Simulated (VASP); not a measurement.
Band structure of MgO (space group Pm-3n). Computed with r2SCAN meta-GGA, VASP's PBE PAW potentials (set 64) (plane waves; VASP).

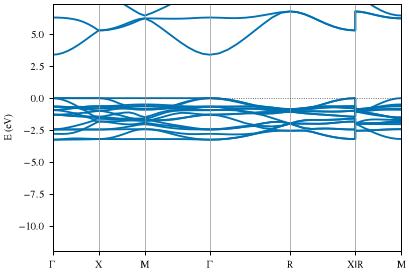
Bands along high-symmetry lines, zero at the valence-band maximum or, without a gap, the Fermi level

**Question.** Read the plot: is there a gap, and where are the band edges?

**Answer.** The gap is direct, 3.40 eV, from the valence maximum at Γ to the conduction minimum at Γ.

The structure comes from a computed database's MgO entry (Pm-3n); how it stands against other phases isn't given here. It was relaxed first.
